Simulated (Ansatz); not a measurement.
| atom | x (Å) | y (Å) | z (Å) |
| --- | --- | --- | --- |
| F | -0.3466 | 0.4483 | -2.3009 |
| H | -0.0855 | 0.3934 | -1.4058 |
| Te | 0.6574 | 0.2725 | 1.0483 |
| H | -0.9009 | 0.2688 | 1.6076 |
| H | 0.6757 | -1.3831 | 1.0508 |

Geometry: PBE0-D4/def2-TZVP; core potentials replace the inner electrons of Te.

Level of theory: RKS PBE0-D4/def2-TZVPPD (Ansatz 0.2.0).

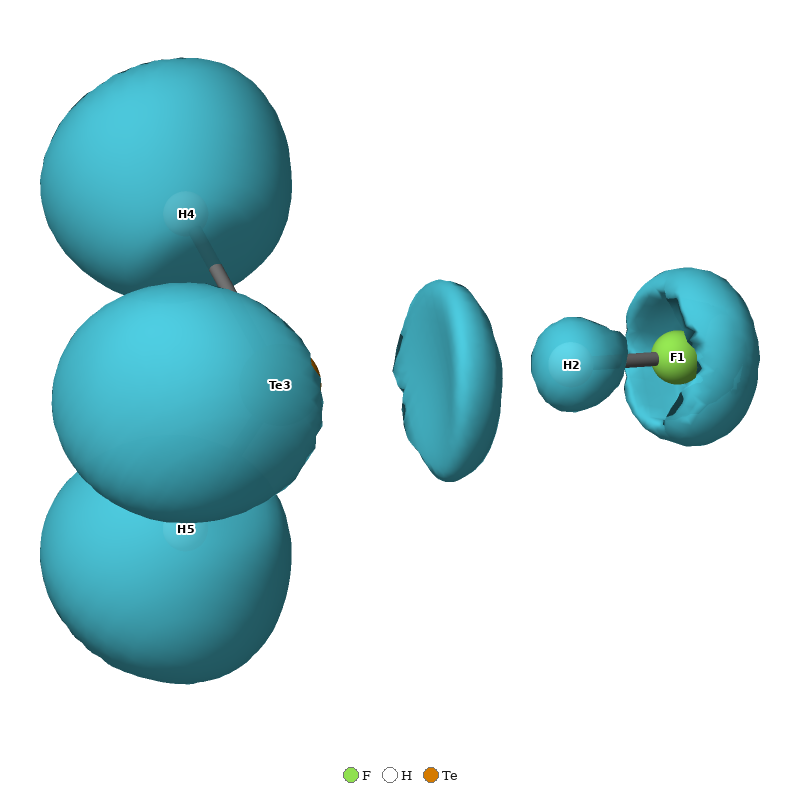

HF···H2Te (SMILES F.[TeH2]). Isosurface of the ELF at 0.85 (cyan), seen at a tilt. Core shells and regions of very low density are left out.

Question: Describe the localisation domains.

Answer: At this value the surface marks out three regions around hydrogen nuclei, two lobes on Te, pointing away from the bonds (lone pairs) and one region wrapped around F (its lone pairs, merged into a ring or cap).

Values along the shortest contacts:
Te3···H2 (2.57 Å): the ELF dips to about 0.20 between them. F–H (0.93 Å): the ELF climbs to about 1 towards the hydrogen, as it does in any bond to H (an ordinary covalent bond to hydrogen).
